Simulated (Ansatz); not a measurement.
## Electronic structure of CH5ClGeO2 (SMILES C[O][GeH]([OH])[Cl]) in real space

```xyz
10

C    -1.0491   -1.2338   -0.3627
O     0.2585   -0.7768   -0.0837
Ge    0.5403    0.8478    0.5249
O     2.2716    1.0972    0.4754
Cl   -0.4646    2.2087   -0.8072
H    -1.6665   -1.2817    0.5423
H    -0.9637   -2.2417   -0.7726
H    -1.5534   -0.5988   -1.0984
H     0.0514    1.0922    1.9500
H     2.6587    0.8359   -0.3649
```

Geometry: PBE0-D4/def2-TZVP.

Method: RKS PBE0-D4/def2-TZVPP in Ansatz.

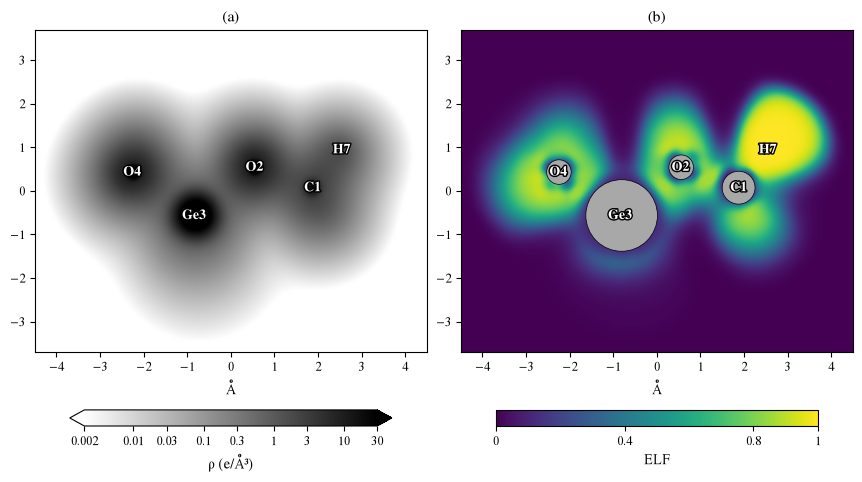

Figure 1. (a) electron density; (b) electron localisation function on the plane of atoms O2, Ge3 and O4. Grey discs cover the atomic cores in the ELF map.

**Interpret the plot.**

- The plane passes through C, O, Ge and H nuclei.
- C–O (1.41 Å): ρ at the midpoint is about 2 e/Å³, with its minimum of 1.7 e/Å³ about 0.5 Å from C; the ELF peaks at about 0.85 between the atoms: a polar covalent bond.
- Ge–O (1.75 Å): ρ is about 1.1 e/Å³ halfway; the ELF peaks at about 0.85 in the valence shell of O, 0.6 Å from its nucleus, and is about 0.35 at the midpoint.
- C–H (1.09 Å): ρ at the midpoint is about 2.1 e/Å³; the ELF climbs to about 1 towards the hydrogen, as it does in any bond to H: an ordinary covalent bond to hydrogen.
- The ELF also peaks beside O4 and O2, away from the bonds: lone-pair regions.

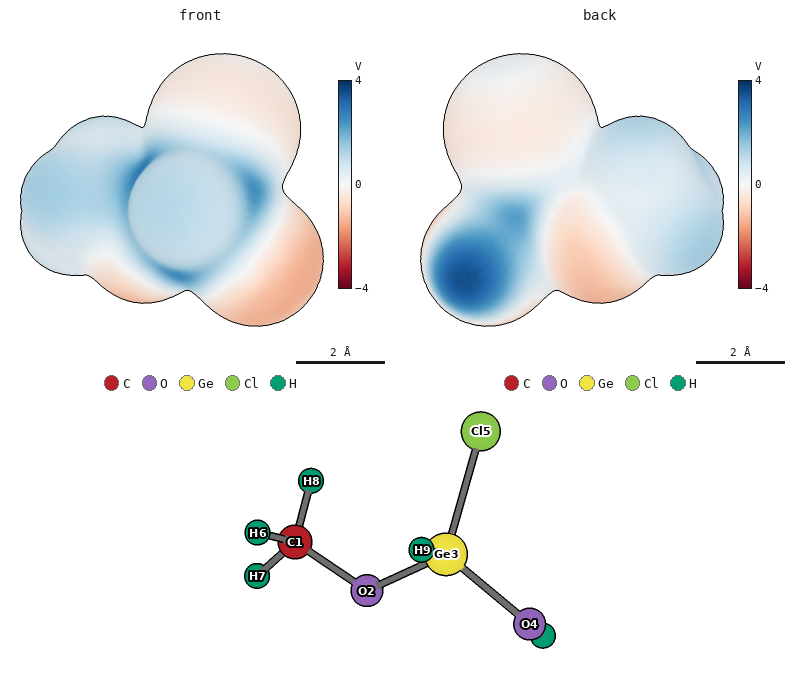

Figure 2. The molecular electrostatic potential painted on the density surface at 0.004 e/bohr³, seen from the front and from behind; red is negative and blue positive. The bare structure is drawn below in the same view.

**Where is the surface potential most negative and most positive?**

The most negative region (about −1.4 V) lies over O4, the most positive (about +3.4 V) over H10. Cl5 shows a σ-hole: about +0.2 V at the tip opposite its bond, against about −0.3 V on its flanks. O4 is the likeliest acceptor of a hydrogen bond.

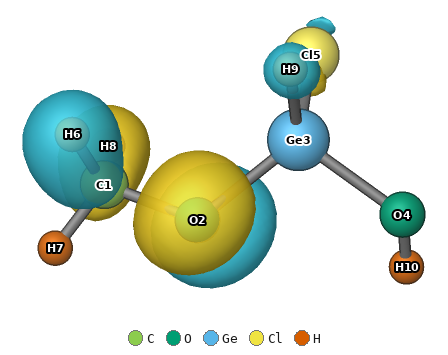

Figure 3. The HOMO at ±0.15 Å⁻³ᐟ² (yellow and cyan are the two phases), seen across its widest extent.

**Where does this orbital lie, and at what energy?**

It lies mainly on O2 (about 60 %), C1 (about 15 %), H6 (about 5 %), Ge3 (about 5 %) and H8 (about 5 %). Its energy is −8.43 eV.
